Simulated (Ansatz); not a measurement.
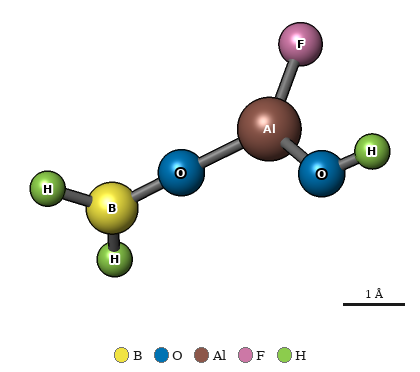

*The starting structure (ball-and-stick view, seen at a tilt). Sticks mark near contacts.*

**Run report: AlBH3O2F, nudged elastic band**

AlBH3O2F, computed with RKS PBE-D4/def2-SVP (Ansatz 0.2.0).

It belongs to a series of runs on one base structure; here: band between the two ends.

Input:
```yaml
crystal:
  periodic: [false, false, false]
  atoms:
    - { symbol: B, position_ang: [-0.24249, 1.948436, 0.039857] }
    - { symbol: O, position_ang: [-0.064497, 0.626807, -0.13532] }
    - { symbol: Al, position_ang: [0.148292, -1.043966, -0.338509] }
    - { symbol: O, position_ang: [0.271948, -2.023731, 1.04424] }
    - { symbol: F, position_ang: [0.228432, -1.654653, -1.888545] }
    - { symbol: H, position_ang: [-1.379669, 2.394552, 0.116195] }
    - { symbol: H, position_ang: [0.735963, 2.679473, 0.118461] }
    - { symbol: H, position_ang: [0.39422, -2.984018, 0.987821] }
basis:
  gaussian: { orbitals: def2-SVP }
hamiltonian:
  xc: pbe
  dispersion: d4
neb:
  order_check: false
  images: 6
  f_tol: 0.05
  max_iterations: 60
  initial_path: idpp
  climbing: false
  final_atoms:
    - { symbol: B, position_ang: [-0.22791955, 1.82914581, 0.10148805] }
    - { symbol: O, position_ang: [-0.05549621, 0.51750454, -0.14502202] }
    - { symbol: Al, position_ang: [0.15785456, -1.12685712, -0.53058052] }
    - { symbol: O, position_ang: [0.31740013, -2.35219812, 0.6336207] }
    - { symbol: F, position_ang: [0.21391683, -1.55672099, -2.13631346] }
    - { symbol: H, position_ang: [-1.36296339, 2.27473689, 0.20766214] }
    - { symbol: H, position_ang: [0.75387949, 2.54970015, 0.2240871] }
    - { symbol: H, position_ang: [0.29552714, -2.19241116, 1.58925801] }
```

Hardware: 1 thread of Arm Neoverse V1, 24 GiB of memory available, shared host.

Command:
```bash
ansatz run input.yaml --threads 1 --pin off --max-ram 2048MiB --backend cpu --events-out ev --progress --plain --runs-dir out
```

Log:
```
Engine: ansatz 0.2.0, aarch64-unknown-linux-gnu
Functional definition: PBE
  parameter kappa = 0.804
  parameter beta = 0.06672455060314922
  exchange = pbe_x(kappa = kappa, mu = beta*pi^2/3)
  correlation = pbe_c(beta = beta)
955 factors; their error is unknown
mean field evaluation 1: about -14105.7455 eV, gradient 8.5e1 eV
mean field evaluation 2: about -14043.9537 eV, gradient 1.9e2 eV
mean field evaluation 4: about -14118.2350 eV, gradient 1.8e1 eV
mean field evaluation 8: about -14118.7646 eV, gradient 2.8e-1 eV
mean field evaluation 16: about -14118.7238 eV, gradient 6.4e-5 eV
mean field -14118.72378948 eV, -518.8535292487 hartree, gradient 6.4e-5 eV, S^2 0.000000; 0 other end points of the search recorded, 0 dependent functions left out
the calculation of the forces begins
reference -14118.72383167 eV, -518.8535307993 hartree; 23, 23 occupied and 66, 66 virtual orbitals, 955 factors
955 factors; their error is unknown
mean field evaluation 32: about -14118.6951 eV, gradient 6.3e-4 eV
mean field -14118.69511949 eV, -518.8524756461 hartree, gradient 6.3e-5 eV, S^2 0.000000; 0 other end points of the search recorded, 0 dependent functions left out
[... from here on the field's lines of each further geometry are left out, up to the last ...]
NEB iter   1: max|band force component| = 8.094e-1 eV/Å  barrier→ = 0.1725 eV  barrier← = 0.1439 eV  Δτ_max = 0.0235 Å  (206 SCF iters)
NEB iter   2: max|band force component| = 4.492e-1 eV/Å  barrier→ = 0.1457 eV  barrier← = 0.1172 eV  Δτ_max = 0.0606 Å  (166 SCF iters)
NEB iter   3: max|band force component| = 5.248e-1 eV/Å  barrier→ = 0.1342 eV  barrier← = 0.1057 eV  Δτ_max = 0.0304 Å  (166 SCF iters)
NEB iter   4: max|band force component| = 1.397e-1 eV/Å  barrier→ = 0.1272 eV  barrier← = 0.0987 eV  Δτ_max = 0.0612 Å  (165 SCF iters)
NEB iter   5: max|band force component| = 3.322e-1 eV/Å  barrier→ = 0.1386 eV  barrier← = 0.1101 eV  Δτ_max = 0.0304 Å  (163 SCF iters)
NEB iter   6: max|band force component| = 1.865e-1 eV/Å  barrier→ = 0.1271 eV  barrier← = 0.0985 eV  Δτ_max = 0.0360 Å  (163 SCF iters)
NEB iter   7: max|band force component| = 1.402e-1 eV/Å  barrier→ = 0.1286 eV  barrier← = 0.1000 eV  Δτ_max = 0.0371 Å  (166 SCF iters)
NEB iter   8: max|band force component| = 9.235e-2 eV/Å  barrier→ = 0.1259 eV  barrier← = 0.0973 eV  Δτ_max = 0.0603 Å  (160 SCF iters)
NEB iter   9: max|band force component| = 4.426e-1 eV/Å  barrier→ = 0.1408 eV  barrier← = 0.1123 eV  Δτ_max = 0.0303 Å  (164 SCF iters)
NEB iter  10: max|band force component| = 7.993e-2 eV/Å  barrier→ = 0.1244 eV  barrier← = 0.0958 eV  Δτ_max = 0.0080 Å  (169 SCF iters)
the calculation of the forces begins
reference -14118.68851881 eV, -518.8522330755 hartree; 23, 23 occupied and 66, 66 virtual orbitals, 955 factors
955 factors; their error is unknown
mean field evaluation 640: about -14118.6377 eV, gradient 5.2e-2 eV
mean field -14118.59848441 eV, -518.8489243724 hartree, gradient 1.0e-5 eV, S^2 0.000000; 1 other end points of the search recorded, 0 dependent functions left out
the calculation of the forces begins
reference -14118.59852694 eV, -518.8489259354 hartree; 23, 23 occupied and 66, 66 virtual orbitals, 955 factors
NEB iter  11: max|band force component| = 3.634e-2 eV/Å  barrier→ = 0.1247 eV  barrier← = 0.0962 eV  Δτ_max = 0.0000 Å  (328 SCF iters)
```

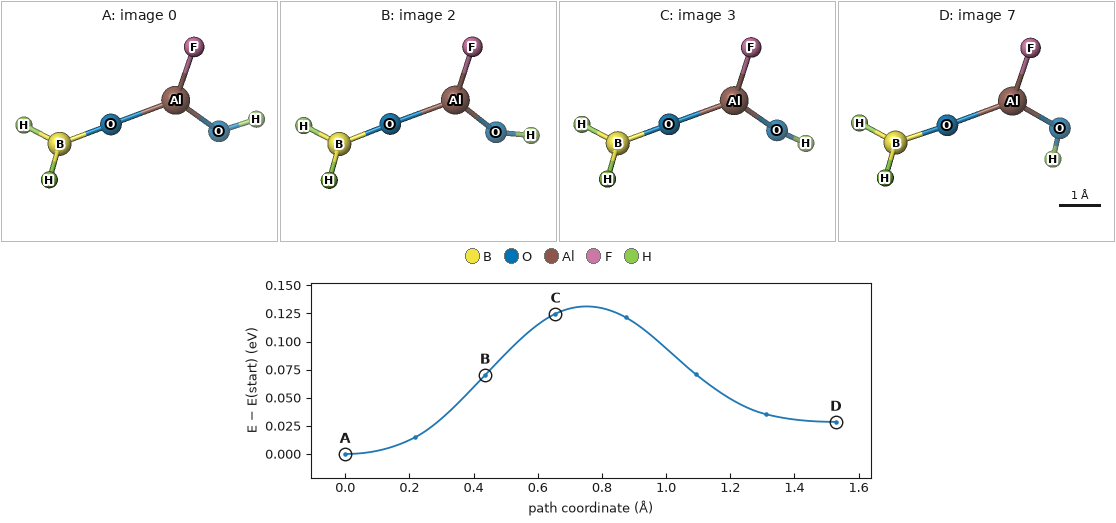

*Images of the last band (counted from 0; ball-and-stick, seen at a tilt) above the energy along the path; the line is a cubic interpolation that uses the forces.*

The highest image is number 3, 0.125 eV above the start and 0.096 eV above the end; the end lies 0.029 eV above the start. The path is 1.53 Å long. The band converged in 11 iterations.

```
Total energy: -14118.72780433 eV, -518.8536767916 hartree
Atom 0 at    -0.239191     1.902840     0.138549 Å, force    -0.007761     0.010188    -0.013464 eV/Å
Atom 1 at    -0.064924     0.603320    -0.152803 Å, force     0.000582    -0.003306    -0.009665 eV/Å
Atom 2 at     0.147225    -1.045428    -0.506092 Å, force     0.007063     0.016631    -0.001743 eV/Å
Atom 3 at     0.292207    -2.144482     0.722467 Å, force    -0.010030     0.060914     0.071420 eV/Å
Atom 4 at     0.203352    -1.460352    -2.118689 Å, force     0.000488    -0.027278     0.017922 eV/Å
Atom 5 at    -1.375226     2.342072     0.266436 Å, force     0.000980     0.004074     0.003865 eV/Å
Atom 6 at     0.740376     2.625651     0.270747 Å, force     0.001332     0.001502     0.003055 eV/Å
Atom 7 at     0.388379    -2.880723     1.323585 Å, force     0.007346    -0.062727    -0.071390 eV/Å
Dipole moment:     0.057881    -0.461024     0.347425 e Å
this run last wrote the band of iteration 11 to [file]
```

The last band as extended XYZ (Å, eV, eV/Å):
```
8
Properties=species:S:1:pos:R:3:forces:R:3 image=0 energy=-14118.85246
B    -0.2425    1.9484    0.0399   -0.0012   0.0003   0.0002
O    -0.0645    0.6268   -0.1353    0.0008  -0.0026  -0.0018
Al    0.1483   -1.0440   -0.3385   -0.0003   0.0030   0.0073
O     0.2719   -2.0237    1.0442   -0.0003   0.0018  -0.0032
F     0.2284   -1.6547   -1.8885    0.0003  -0.0010  -0.0037
H    -1.3797    2.3946    0.1162   -0.0002   0.0016   0.0001
H     0.7360    2.6795    0.1185    0.0003  -0.0008  -0.0001
H     0.3942   -2.9840    0.9878    0.0006  -0.0023   0.0012
8
Properties=species:S:1:pos:R:3:forces:R:3 image=1 energy=-14118.83754
B    -0.2407    1.9234    0.0694   -0.0020   0.0142  -0.0055
O    -0.0666    0.6168   -0.1920   -0.0002   0.0025  -0.0052
Al    0.1491   -1.0517   -0.4140   -0.0031   0.0191   0.0300
O     0.2704   -1.9931    0.9849   -0.0022   0.0185   0.0727
F     0.2233   -1.6202   -1.9800    0.0073  -0.0524   0.0418
H    -1.3766    2.3655    0.1822   -0.0018   0.0082  -0.0031
H     0.7399    2.6462    0.1888   -0.0003   0.0075  -0.0038
H     0.3934   -2.9441    1.1050    0.0024  -0.0175  -0.1268
8
Properties=species:S:1:pos:R:3:forces:R:3 image=2 energy=-14118.78203
B    -0.2394    1.9100    0.1010   -0.0052   0.0126  -0.0047
O    -0.0647    0.6075   -0.1761    0.0019   0.0031  -0.0277
Al    0.1493   -1.0516   -0.4689    0.0004   0.0079   0.0310
O     0.2788   -2.0446    0.8692   -0.0148   0.1111   0.1749
F     0.2122   -1.5358   -2.0624    0.0076  -0.0609   0.0278
H    -1.3756    2.3501    0.2224   -0.0024   0.0071  -0.0006
H     0.7399    2.6340    0.2272    0.0015   0.0034  -0.0018
H     0.3916   -2.9266    1.2318    0.0109  -0.0842  -0.1990
8
Properties=species:S:1:pos:R:3:forces:R:3 image=3 energy=-14118.72776
B    -0.2392    1.9028    0.1385   -0.0078   0.0102  -0.0135
O    -0.0649    0.6033   -0.1528    0.0006  -0.0033  -0.0097
Al    0.1472   -1.0454   -0.5061    0.0071   0.0166  -0.0017
O     0.2922   -2.1445    0.7225   -0.0100   0.0609   0.0714
F     0.2034   -1.4604   -2.1187    0.0005  -0.0273   0.0179
H    -1.3752    2.3421    0.2664    0.0010   0.0041   0.0039
H     0.7404    2.6257    0.2707    0.0013   0.0015   0.0031
H     0.3884   -2.8807    1.3236    0.0073  -0.0627  -0.0714
8
Properties=species:S:1:pos:R:3:forces:R:3 image=4 energy=-14118.73093
B    -0.2386    1.8942    0.1855    0.0005  -0.0031   0.0053
O    -0.0641    0.5933   -0.1036    0.0005  -0.0052  -0.0006
Al    0.1476   -1.0390   -0.5326   -0.0031   0.0330   0.0164
O     0.3076   -2.2698    0.5651    0.0128  -0.1031  -0.0855
F     0.1925   -1.3835   -2.1609   -0.0011   0.0067  -0.0004
H    -1.3743    2.3340    0.3141    0.0005  -0.0011   0.0007
H     0.7412    2.6162    0.3209   -0.0005  -0.0023   0.0001
H     0.3803   -2.8024    1.3556   -0.0096   0.0751   0.0639
8
Properties=species:S:1:pos:R:3:forces:R:3 image=5 energy=-14118.78157
B    -0.2370    1.8761    0.2227    0.0013  -0.0071   0.0054
O    -0.0621    0.5727   -0.0618    0.0038  -0.0301   0.0339
Al    0.1490   -1.0448   -0.5496   -0.0024   0.0106  -0.0044
O     0.3236   -2.3799    0.4494    0.0179  -0.1341  -0.0894
F     0.1858   -1.3320   -2.1886   -0.0018   0.0177  -0.0093
H    -1.3724    2.3171    0.3495    0.0027  -0.0129   0.0029
H     0.7421    2.5994    0.3556    0.0007  -0.0135   0.0026
H     0.3632   -2.6657    1.3670   -0.0222   0.1694   0.0582
8
Properties=species:S:1:pos:R:3:forces:R:3 image=6 energy=-14118.81713
B    -0.2331    1.8408    0.2570   -0.0028  -0.0079   0.0053
O    -0.0587    0.5381   -0.0343    0.0035  -0.0168   0.0131
Al    0.1505   -1.0598   -0.5846    0.0048  -0.0121  -0.0185
O     0.3313   -2.4288    0.3953    0.0015  -0.0131  -0.0059
F     0.1828   -1.3022   -2.2303   -0.0017   0.0034  -0.0099
H    -1.3684    2.2801    0.3878    0.0020  -0.0109   0.0059
H     0.7461    2.5629    0.3925    0.0027  -0.0132   0.0053
H     0.3418   -2.4883    1.3607   -0.0100   0.0705   0.0045
8
Properties=species:S:1:pos:R:3:forces:R:3 image=7 energy=-14118.82392
B    -0.2327    1.8252    0.1482    0.0010  -0.0055  -0.0010
O    -0.0580    0.5205   -0.1316   -0.0003  -0.0016  -0.0016
Al    0.1579   -1.1132   -0.5589    0.0001   0.0029   0.0027
O     0.3285   -2.3663    0.5737   -0.0014   0.0011  -0.0004
F     0.2050   -1.5032   -2.1751    0.0003   0.0013   0.0007
H    -1.3684    2.2644    0.2724   -0.0006   0.0008   0.0007
H     0.7477    2.5456    0.2823    0.0002   0.0011  -0.0004
H     0.3123   -2.2301    1.5331    0.0006  -0.0001  -0.0007
```

Summary:

```tsv
quantity	value
outcome	converged
barrier, forward	0.125 eV
barrier, backward	0.096 eV
wall time	2.7 min
peak memory	0.12 GiB
```

Remarks:

The order of the saddle point was not checked.
